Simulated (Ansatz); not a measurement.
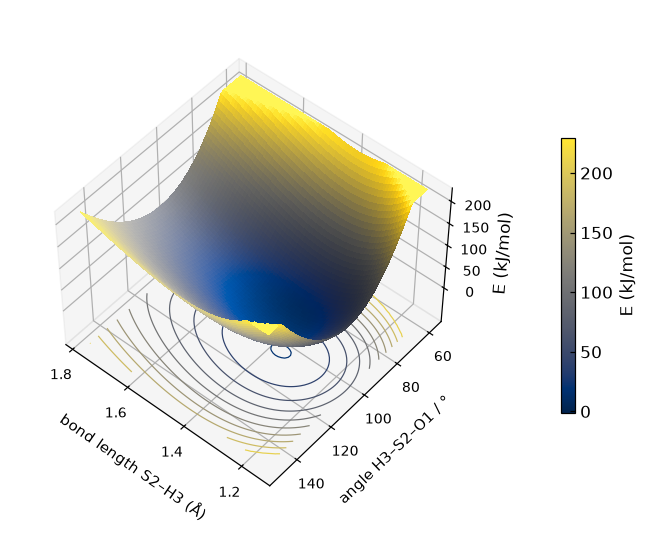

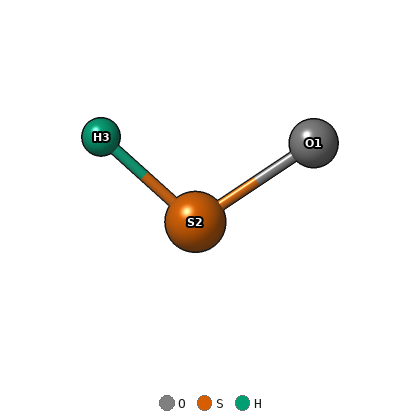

Energy landscape of HOS, SMILES [O]S, spin multiplicity 2. Coordinates scanned: (1) bond length S2–H3; (2) angle H3–S2–O1. Nothing is relaxed (all other coordinates rigid). The scan uses an 11 × 11 grid. Points are written as (first, second). Energies: kJ/mol, counted from the lowest grid point. The calculation used UKS wB97M-V/def2-TZVP (Ansatz 0.2.0).

The picture shows a relief with its contours projected below, any walls above the top of the colour scale cut off. Between grid points the surface is interpolated. The second picture is the structure at the lowest point.

Where are the wells?

Answer. The lowest grid point is at (1.339 Å, 104°). No other kind of well shows on this grid. The highest grid point, (1.779 Å, 59°), lies 314 kJ/mol above the lowest. Round the minimum the two coordinates are weakly coupled (coupling −0.05 in units of the two stiffnesses).

Each point was launched as `ansatz run input.yaml --threads 1 --pin off --max-ram 2560MiB --backend cpu --events-out ev --progress --plain --runs-dir out`. Time for the 121 points that were run: 14 min on 1 thread of Arm Neoverse V2, on a shared host.
